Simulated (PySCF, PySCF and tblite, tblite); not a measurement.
# C7H12O2: telling isomers apart by computed NMR, part 2 of 3

PySCF and tblite. Atoms count from 0. Earlier steps stand in the parts before.

## 5. GFN2-xTB relaxation, isomer B, conformer 1

Job settings and geometry (Å):

```
{"job": {"xc": "GFN2-xTB", "basis": "xTB", "kind": "relax"}, "charge": 0, "multiplicity": 1}
C     -1.873000     1.578800     0.077200
O     -1.042600     0.695200     0.799100
C     -0.576800    -0.358000     0.023900
C     -1.652300    -1.335000    -0.384300
C      0.720900    -0.491700    -0.279000
C      1.277900    -1.553500    -1.195900
C      1.772500     0.473100     0.204400
C      1.618300     1.157600     1.546900
O      2.782300     0.670600    -0.475000
H     -2.081900     2.451100     0.715100
H     -2.843800     1.108500    -0.159200
H     -1.393600     1.924500    -0.836000
H     -2.466500    -1.346700     0.372400
H     -1.268100    -2.368200    -0.421700
H     -2.079000    -1.069000    -1.347100
H      1.979300    -2.187800    -0.627900
H      0.518700    -2.197800    -1.623900
H      1.816100    -1.106600    -2.036100
H      2.604600     1.360100     1.961600
H      1.084800     2.100200     1.424500
H      1.093100     0.511500     2.260500
```

The log of the run:

```text
step      E/eV     max force
  0    -794.57275    1.472
  1    -794.60909    1.586
  2    -794.63324    0.315
  3    -794.64324    0.260
  4    -794.65818    0.327
  5    -794.66214    0.215
  6    -794.66630    0.147
  7    -794.66886    0.140
  8    -794.67083    0.094
  9    -794.67229    0.089
 10    -794.67351    0.072
 11    -794.67434    0.072
 12    -794.67500    0.070
 13    -794.67575    0.084
 14    -794.67674    0.107
 15    -794.67795    0.108
 16    -794.67925    0.080
 17    -794.68049    0.095
 18    -794.68163    0.093
 19    -794.68263    0.083
 20    -794.68357    0.068
 21    -794.68463    0.076
 22    -794.68612    0.107
 23    -794.68840    0.122
 24    -794.69140    0.137
 25    -794.69434    0.124
 26    -794.69672    0.100
 27    -794.69856    0.112
 28    -794.70039    0.092
 29    -794.70235    0.091
 30    -794.70422    0.094
 31    -794.70587    0.084
 32    -794.70749    0.098
 33    -794.70925    0.104
 34    -794.71094    0.104
 35    -794.71198    0.112
 36    -794.71314    0.118
 37    -794.71419    0.083
 38    -794.71646    0.087
 39    -794.71783    0.107
 40    -794.72018    0.112
 41    -794.72217    0.102
 42    -794.72422    0.106
 43    -794.72568    0.086
 44    -794.72685    0.075
 45    -794.72777    0.105
 46    -794.72874    0.086
 47    -794.72974    0.078
 48    -794.73094    0.070
 49    -794.73149    0.056
 50    -794.73227    0.055
 51    -794.73292    0.057
 52    -794.73404    0.097
 53    -794.73578    0.138
 54    -794.73802    0.117
 55    -794.73943    0.192
 56    -794.74279    0.131
 57    -794.74561    0.106
 58    -794.74846    0.179
 59    -794.75122    0.149
 60    -794.75383    0.135
 61    -794.75600    0.126
 62    -794.75766    0.135
 63    -794.75991    0.094
 64    -794.76391    0.113
 65    -794.76577    0.113
 66    -794.76756    0.094
 67    -794.76863    0.098
 68    -794.76975    0.083
 69    -794.77094    0.092
 70    -794.77233    0.095
 71    -794.77344    0.116
 72    -794.77500    0.096
 73    -794.77639    0.084
 74    -794.77782    0.100
 75    -794.77955    0.122
 76    -794.78143    0.108
 77    -794.78277    0.100
 78    -794.78375    0.090
 79    -794.78456    0.074
 80    -794.78572    0.061
 81    -794.78634    0.066
 82    -794.78695    0.053
 83    -794.78730    0.040
 84    -794.78730    0.040
 85    -794.78747    0.036
 86    -794.78785    0.048
 87    -794.78805    0.040
 88    -794.78841    0.045
 89    -794.78873    0.049
 90    -794.78915    0.049
 91    -794.78966    0.060
 92    -794.79033    0.073
 93    -794.79125    0.082
 94    -794.79255    0.119
 95    -794.79413    0.126
 96    -794.79566    0.091
 97    -794.79682    0.073
 98    -794.79772    0.066
 99    -794.79857    0.071
100    -794.79943    0.060
101    -794.80034    0.071
102    -794.80135    0.077
103    -794.80252    0.084
104    -794.80379    0.096
105    -794.80504    0.089
106    -794.80620    0.088
107    -794.80741    0.080
108    -794.80879    0.108
109    -794.81040    0.108
110    -794.81211    0.117
111    -794.81345    0.126
112    -794.81369    0.178
113    -794.81552    0.078
114    -794.81617    0.070
115    -794.81720    0.068
116    -794.81780    0.084
117    -794.81889    0.081
118    -794.81983    0.070
119    -794.82067    0.061
120    -794.82127    0.066
121    -794.82214    0.076
122    -794.82311    0.077
123    -794.82397    0.070
124    -794.82462    0.064
125    -794.82530    0.058
126    -794.82614    0.100
127    -794.82718    0.117
128    -794.82822    0.082
129    -794.82905    0.055
130    -794.82944    0.049
131    -794.82999    0.051
132    -794.83052    0.048
133    -794.83100    0.040
134    -794.83131    0.046
135    -794.83158    0.044
136    -794.83186    0.036
137    -794.83234    0.043
138    -794.83260    0.038
139    -794.83293    0.043
140    -794.83324    0.047
141    -794.83366    0.053
142    -794.83408    0.058
143    -794.83445    0.052
144    -794.83477    0.040
145    -794.83507    0.039
146    -794.83538    0.048
147    -794.83576    0.061
148    -794.83622    0.048
149    -794.83658    0.038
150    -794.83687    0.039
151    -794.83713    0.049
152    -794.83734    0.037
153    -794.83752    0.030
154    -794.83768    0.025
155    -794.83779    0.028
156    -794.83791    0.027
157    -794.83804    0.023
158    -794.83817    0.024
159    -794.83825    0.021
160    -794.83831    0.021
161    -794.83837    0.016
162    -794.83843    0.014
163    -794.83850    0.020
164    -794.83857    0.023
165    -794.83866    0.030
166    -794.83879    0.026
167    -794.83891    0.021
168    -794.83899    0.017
169    -794.83906    0.020
170    -794.83914    0.023
171    -794.83922    0.028
172    -794.83931    0.030
173    -794.83940    0.029
174    -794.83952    0.026
175    -794.83970    0.031
176    -794.83993    0.034
177    -794.84012    0.026
178    -794.84024    0.024
179    -794.84032    0.023
180    -794.84039    0.019
181    -794.84046    0.014
182    -794.84052    0.016
183    -794.84057    0.013
184    -794.84061    0.014
185    -794.84065    0.013
186    -794.84070    0.015
187    -794.84075    0.017
188    -794.84080    0.017
189    -794.84086    0.020
190    -794.84094    0.023
191    -794.84104    0.024
192    -794.84112    0.024
193    -794.84120    0.020
194    -794.84125    0.015
195    -794.84131    0.016
196    -794.84136    0.016
197    -794.84141    0.013
198    -794.84145    0.018
199    -794.84148    0.011
200    -794.84151    0.010
201    -794.84153    0.008
202    -794.84154    0.007
203    -794.84155    0.008
204    -794.84156    0.008
205    -794.84158    0.007
206    -794.84159    0.008
207    -794.84161    0.009
208    -794.84162    0.008
209    -794.84164    0.009
210    -794.84165    0.010
211    -794.84167    0.010
212    -794.84169    0.008
213    -794.84171    0.009
214    -794.84172    0.010
215    -794.84174    0.010
216    -794.84176    0.012
217    -794.84178    0.011
218    -794.84180    0.008
219    -794.84182    0.009
220    -794.84183    0.008
221    -794.84184    0.009
222    -794.84185    0.007
223    -794.84187    0.008
224    -794.84188    0.009
225    -794.84189    0.012
226    -794.84190    0.009
227    -794.84191    0.008
228    -794.84192    0.007
229    -794.84193    0.009
230    -794.84194    0.009
231    -794.84195    0.007
232    -794.84195    0.005
233    -794.84196    0.005
234    -794.84197    0.005
235    -794.84197    0.008
236    -794.84198    0.008
237    -794.84199    0.006
238    -794.84199    0.005
239    -794.84200    0.006
240    -794.84200    0.006
241    -794.84201    0.006
242    -794.84201    0.006
243    -794.84202    0.005
244    -794.84202    0.006
245    -794.84203    0.007
246    -794.84204    0.009
247    -794.84205    0.010
248    -794.84206    0.007
249    -794.84207    0.008
250    -794.84208    0.007
251    -794.84209    0.009
252    -794.84210    0.008
253    -794.84212    0.010
254    -794.84215    0.011
255    -794.84217    0.012
256    -794.84219    0.012
257    -794.84222    0.013
258    -794.84226    0.013
259    -794.84229    0.015
260    -794.84232    0.012
261    -794.84234    0.013
262    -794.84237    0.016
263    -794.84240    0.017
264    -794.84243    0.014
265    -794.84246    0.010
266    -794.84247    0.010
267    -794.84249    0.012
268    -794.84251    0.012
269    -794.84253    0.012
270    -794.84254    0.010
271    -794.84256    0.014
272    -794.84257    0.008
273    -794.84258    0.008
274    -794.84260    0.007
275    -794.84261    0.009
276    -794.84262    0.008
277    -794.84264    0.007
278    -794.84265    0.008
279    -794.84265    0.013
280    -794.84266    0.007
281    -794.84267    0.006
282    -794.84268    0.006
283    -794.84269    0.006
284    -794.84270    0.007
285    -794.84271    0.007
286    -794.84273    0.008
287    -794.84274    0.007
288    -794.84275    0.010
289    -794.84276    0.007
290    -794.84278    0.005
291    -794.84278    0.006
292    -794.84279    0.006
293    -794.84280    0.006
294    -794.84281    0.005
295    -794.84281    0.005
296    -794.84282    0.005
297    -794.84282    0.004
298    -794.84282    0.003
```

It took 3.3 s on 1 thread of Arm Neoverse N1, shared host.

Relaxing gained 0.270 eV and moved the atoms by 0.84 Å on average (rms).

## 6. Shieldings, isomer B, conformer 1: PBE0/6-31G*

Job settings and geometry (Å):

```
{"job": {"xc": "PBE0", "basis": "6-31G*", "kind": "nmr", "pop": false}, "charge": 0, "multiplicity": 1}
C     -2.180434     1.310223     0.564473
O     -0.825360     0.936107     0.499382
C     -0.450394    -0.183880    -0.174226
C     -1.532206    -0.991800    -0.828184
C      0.856463    -0.534110    -0.239178
C      1.283631    -1.772561    -0.988045
C      1.974351     0.205563     0.376993
C      1.688238     1.458919     1.163632
O      3.121416    -0.186560     0.256808
H     -2.195108     2.233432     1.142770
H     -2.790429     0.560508     1.076816
H     -2.602579     1.503916    -0.425791
H     -2.263889    -1.314907    -0.087723
H     -1.125530    -1.869180    -1.313235
H     -2.051639    -0.393134    -1.576688
H      0.848904    -2.672916    -0.556505
H      1.015002    -1.718093    -2.041798
H      2.365928    -1.848894    -0.915659
H      2.627794     1.854225     1.543219
H      1.207176     2.199606     0.530579
H      1.019746     1.240478     1.991888
```

The log of the run:

```text
coarse grid: 17216 points
cycle   1  E = -423.7793331111  dE =  1.267e+00  |g| = 9.253e-01  |ddm| = 4.219e+00
cycle   2  E = -423.2955387195  dE =  4.838e-01  |g| = 1.762e+00  |ddm| = 3.220e+00
cycle   3  E = -423.9471572597  dE = -6.516e-01  |g| = 2.911e-01  |ddm| = 2.606e+00
cycle   4  E = -423.9654321158  dE = -1.827e-02  |g| = 9.451e-02  |ddm| = 3.897e-01
cycle   5  E = -423.9668485366  dE = -1.416e-03  |g| = 3.996e-02  |ddm| = 1.005e-01
cycle   6  E = -423.9671736469  dE = -3.251e-04  |g| = 9.035e-03  |ddm| = 4.044e-02
cycle   7  E = -423.9671904351  dE = -1.679e-05  |g| = 3.945e-03  |ddm| = 1.167e-02
cycle   8  E = -423.9671936546  dE = -3.219e-06  |g| = 1.144e-03  |ddm| = 4.018e-03
final grid: 165336 points
cycle   9  E = -423.8880788120  dE = -3.576e-05  |g| = 1.408e-02  |ddm| = 3.941e-02
cycle  10  E = -423.8880042819  dE =  7.453e-05  |g| = 2.386e-02  |ddm| = 3.352e-02
cycle  11  E = -423.8881206066  dE = -1.163e-04  |g| = 3.806e-03  |ddm| = 2.412e-02
cycle  12  E = -423.8881235573  dE = -2.951e-06  |g| = 5.391e-04  |ddm| = 3.601e-03
cycle  13  E = -423.8881236077  dE = -5.043e-08  |g| = 1.853e-04  |ddm| = 6.194e-04
cycle  14  E = -423.8881236141  dE = -6.382e-09  |g| = 6.286e-05  |ddm| = 2.326e-04
cycle  15  E = -423.8881236150  dE = -9.273e-10  |g| = 2.133e-05  |ddm| = 9.331e-05
converged SCF energy = -423.8881236150

GIAO shielding tensors (ppm)
atom      isotropic    diamagn.    paramagn.     s11        s22        s33       span
  0 C      143.571     244.577    -101.007    119.243    124.790    186.680     67.437
  1 O      220.171     396.519    -176.348    100.169    254.796    305.548    205.379
  2 C       39.730     252.485    -212.755    -39.786     49.138    109.839    149.625
  3 C      179.676     254.003     -74.327    175.011    175.434    188.584     13.572
  4 C       85.971     252.379    -166.408     17.354     92.168    148.392    131.037
  5 C      182.259     252.436     -70.177    177.262    178.245    191.270     14.008
  6 C       13.130     243.751    -230.621    -61.054    -18.544    118.987    180.041
  7 C      162.423     254.784     -92.362    146.395    153.408    187.465     41.069
  8 O     -241.732     395.858    -637.590   -778.109   -288.494    341.407   1119.516
  9 H       28.306      29.211      -0.905     24.076     27.233     33.609      9.533
 10 H       28.520      29.539      -1.019     24.714     26.911     33.936      9.222
 11 H       28.529      29.539      -1.010     24.690     26.966     33.931      9.241
 12 H       30.402      31.390      -0.988     25.926     29.852     35.428      9.502
 13 H       30.027      32.001      -1.973     24.144     30.705     35.233     11.089
 14 H       30.397      31.337      -0.940     26.036     29.668     35.487      9.452
 15 H       31.247      31.458      -0.211     26.656     30.449     36.636      9.980
 16 H       31.256      31.493      -0.237     26.645     30.522     36.600      9.955
 17 H       29.306      31.253      -1.948     23.584     28.820     35.513     11.930
 18 H       30.429      30.254       0.175     26.612     29.446     35.230      8.617
 19 H       30.011      32.268      -2.258     26.031     31.635     32.367      6.336
 20 H       30.008      32.279      -2.271     26.032     31.624     32.368      6.336
```

Run time: 39 s. Hardware: 1 thread of Arm Neoverse N1, shared host; peak memory 0.79 GiB.

Key values: HOMO -6.20 eV, LUMO -0.50 eV; dipole 5.76 D.

## 7. The ensemble, isomer B: properties at PBE0/6-31G*

Job settings and geometry (Å):

```
{"job": {"study": "conf", "smiles": "CO/C(C)=C(/C)C(C)=O", "search": {"seed": 683, "n_embed": 90, "ff_keep": 18, "window": 2.5, "nmax": 6, "temps": [250, 298.15, 350], "t_ref": 298.15, "order": 0.002}, "level": {"nmr": {"xc": "PBE0", "basis": "6-31G*"}}, "kind": "conf"}, "charge": 0, "multiplicity": 1}
C     -2.180434     1.310223     0.564473
O     -0.825360     0.936107     0.499382
C     -0.450394    -0.183880    -0.174226
C     -1.532206    -0.991800    -0.828184
C      0.856463    -0.534110    -0.239178
C      1.283631    -1.772561    -0.988045
C      1.974351     0.205563     0.376993
C      1.688238     1.458919     1.163632
O      3.121416    -0.186560     0.256808
H     -2.195108     2.233432     1.142770
H     -2.790429     0.560508     1.076816
H     -2.602579     1.503916    -0.425791
H     -2.263889    -1.314907    -0.087723
H     -1.125530    -1.869180    -1.313235
H     -2.051639    -0.393134    -1.576688
H      0.848904    -2.672916    -0.556505
H      1.015002    -1.718093    -2.041798
H      2.365928    -1.848894    -0.915659
H      2.627794     1.854225     1.543219
H      1.207176     2.199606     0.530579
H      1.019746     1.240478     1.991888
```

The log of the run:

```text
conformer  sym    E(xTB)   E(DFT)   G(298.15 K)  weight  dipole/D
    1     Cs      0.000    0.000    0.000   1.0000    5.764

mean shielding (ppm) by class
class atoms           250 K   298.15 K      350 K
  0 C  0            143.571    143.571    143.571
  1 O  1            220.171    220.171    220.171
  2 C  2              39.73      39.73      39.73
  3 C  3            179.676    179.676    179.676
  4 C  4             85.971     85.971     85.971
  5 C  5            182.259    182.259    182.259
  6 C  6              13.13      13.13      13.13
  7 C  7            162.423    162.423    162.423
  8 O  8           -241.732   -241.732   -241.732
  9 H  9,10,11       28.452     28.452     28.452
 10 H  12,13,14      30.275     30.275     30.275
 11 H  15,16,17      30.603     30.603     30.603
 12 H  18,19,20      30.149     30.149     30.149
```

Run time: 45 s. Hardware: 1 thread of Arm Neoverse N1, shared host. This counts the runs that the step sums up.

The search (ETKDG, MMFF94s, GFN2-xTB) embedded 90 structures, kept 1 distinct ones after the force field and 1 after xTB; 1 was carried on (window 2.5 kcal/mol at the search's own energies). Energies: PBE0/6-31G* with D3(BJ).

Conformer by conformer (298 K):

| no. | group | mirror pair | ΔE xTB | ΔE DFT | ΔG | weight (%) | μ (D) | C0–O1–C2–C3 (°) | C5–C4–C6–O8 (°) | A, B, C (GHz) |
| --- | --- | --- | --- | --- | --- | --- | --- | --- | --- | --- |
| 1 | Cs | no | 0.00 | 0.00 | 0.00 | 100.0 | 5.76 | 0 | 0 | 2.41, 1.25, 0.84 |

Energies in kcal/mol. ΔG holds xTB vibrations and rotation, symmetry numbers and mirror pairs.

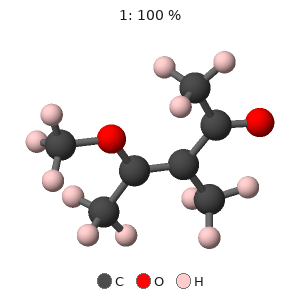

The one conformer.

Shifts against references run at the same level (¹H TMS 32.41, ¹³C TMS 196.4, ¹⁷O H2O 326.0 ppm of shielding), by class of atoms, at 298 K:

| atoms | environment | average |
| --- | --- | --- |
| C6 | ketone carbonyl carbon | 183.3 |
| C2 | alkene carbon bearing oxygen | 156.7 |
| C4 | β carbon of an enol-ether or enamine type C=C | 110.4 |
| C0 | methyl carbon bonded to O | 52.8 |
| C7 | methyl carbon α to a carbonyl | 34.0 |
| C3 | allylic methyl carbon | 16.7 |
| C5 | allylic methyl carbon | 14.1 |
| H9, H10, H11 | hydrogen on a methyl carbon bonded to O | 3.96 |
| H18, H19, H20 | hydrogen on a methyl carbon α to a carbonyl | 2.26 |
| H12, H13, H14 | hydrogen on an allylic methyl carbon | 2.14 |
| H15, H16, H17 | hydrogen on an allylic methyl carbon | 1.81 |
| O8 | ketone oxygen | 567.7 |
| O1 | ether oxygen | 105.8 |

Effective distances for nuclear Overhauser effects, ⟨r⁻⁶⟩^(−1/6) over all pairs of two classes (Å): H9···H12 2.79; H12···H15 2.83.

## 8. Shieldings, isomer B, conformer 1: LC-wPBE/6-31G*

Job settings and geometry (Å):

```
{"job": {"xc": "LC-wPBE", "basis": "6-31G*", "kind": "nmr", "pop": false}, "charge": 0, "multiplicity": 1}
C     -2.184599     1.319775     0.570052
O     -0.830170     0.917201     0.486567
C     -0.446472    -0.198142    -0.182975
C     -1.538282    -1.001683    -0.835408
C      0.861803    -0.536996    -0.240286
C      1.293177    -1.780017    -0.991457
C      1.976188     0.213540     0.382416
C      1.688880     1.470573     1.171221
O      3.122178    -0.170122     0.267678
H     -2.189404     2.244195     1.150548
H     -2.796559     0.570183     1.084454
H     -2.608455     1.516320    -0.421194
H     -2.268011    -1.320013    -0.089294
H     -1.142709    -1.885753    -1.327040
H     -2.056938    -0.395869    -1.580298
H      0.848359    -2.679010    -0.560219
H      1.015193    -1.723534    -2.045675
H      2.377042    -1.878475    -0.932877
H      2.631171     1.864414     1.549625
H      1.213308     2.216836     0.537351
H      1.025380     1.253522     2.006342
```

The log of the run:

```text
coarse grid: 17216 points
cycle   1  E = -423.9960974332  dE =  1.725e+00  |g| = 9.842e-01  |ddm| = 4.167e+00
cycle   2  E = -423.8870712616  dE =  1.090e-01  |g| = 1.323e+00  |ddm| = 2.219e+00
cycle   3  E = -424.2089922324  dE = -3.219e-01  |g| = 1.093e-01  |ddm| = 1.421e+00
cycle   4  E = -424.2114795497  dE = -2.487e-03  |g| = 6.939e-02  |ddm| = 1.559e-01
cycle   5  E = -424.2125287584  dE = -1.049e-03  |g| = 1.497e-02  |ddm| = 7.499e-02
cycle   6  E = -424.2126310733  dE = -1.023e-04  |g| = 6.969e-03  |ddm| = 3.163e-02
cycle   7  E = -424.2126544820  dE = -2.341e-05  |g| = 2.295e-03  |ddm| = 1.709e-02
cycle   8  E = -424.2126585640  dE = -4.082e-06  |g| = 1.293e-03  |ddm| = 7.638e-03
final grid: 165336 points
cycle   9  E = -424.1080620211  dE = -6.613e-05  |g| = 5.929e-03  |ddm| = 2.727e-02
cycle  10  E = -424.1080659973  dE = -3.976e-06  |g| = 5.164e-03  |ddm| = 9.203e-03
cycle  11  E = -424.1080715313  dE = -5.534e-06  |g| = 1.062e-03  |ddm| = 4.601e-03
cycle  12  E = -424.1080715568  dE = -2.552e-08  |g| = 3.522e-04  |ddm| = 9.390e-04
cycle  13  E = -424.1080715909  dE = -3.408e-08  |g| = 1.271e-04  |ddm| = 6.695e-04
cycle  14  E = -424.1080715951  dE = -4.220e-09  |g| = 3.449e-05  |ddm| = 1.523e-04
cycle  15  E = -424.1080715953  dE = -2.036e-10  |g| = 1.388e-05  |ddm| = 1.017e-04
converged SCF energy = -424.1080715953

GIAO shielding tensors (ppm)
atom      isotropic    diamagn.    paramagn.     s11        s22        s33       span
  0 C      147.183     244.826     -97.642    123.522    127.138    190.890     67.367
  1 O      241.059     396.641    -155.582    130.500    276.272    316.406    185.906
  2 C       41.674     253.290    -211.616    -47.697     56.910    115.809    163.506
  3 C      183.795     253.443     -69.648    178.242    180.335    192.809     14.568
  4 C       89.859     253.381    -163.522     16.746     99.961    152.870    136.123
  5 C      186.831     251.600     -64.769    182.357    183.220    194.915     12.558
  6 C       11.286     244.662    -233.375    -65.152    -24.618    123.629    188.781
  7 C      165.597     253.725     -88.128    148.876    156.715    191.200     42.325
  8 O     -237.390     396.247    -633.637   -780.266   -286.295    354.390   1134.656
  9 H       28.306      29.143      -0.838     24.042     27.186     33.688      9.646
 10 H       28.589      29.668      -1.080     24.714     27.010     34.041      9.327
 11 H       28.595      29.669      -1.074     24.688     27.063     34.034      9.346
 12 H       30.551      31.476      -0.925     26.025     29.939     35.690      9.666
 13 H       30.065      31.839      -1.774     24.135     30.676     35.385     11.250
 14 H       30.543      31.424      -0.880     26.128     29.763     35.738      9.609
 15 H       31.248      31.419      -0.170     26.475     30.521     36.749     10.274
 16 H       31.255      31.449      -0.194     26.459     30.592     36.713     10.254
 17 H       29.534      31.018      -1.484     23.699     28.900     36.005     12.307
 18 H       30.446      29.969       0.477     26.413     29.434     35.491      9.078
 19 H       30.005      32.058      -2.053     25.911     31.747     32.358      6.448
 20 H       30.002      32.067      -2.065     25.914     31.735     32.357      6.444
```

Wall time 72 s (1 thread of Arm Neoverse N1, shared host); peak memory 0.84 GiB.

This run: HOMO -8.69 eV, LUMO 1.79 eV; dipole 5.74 D.

(Continued in part 3 of 3.)
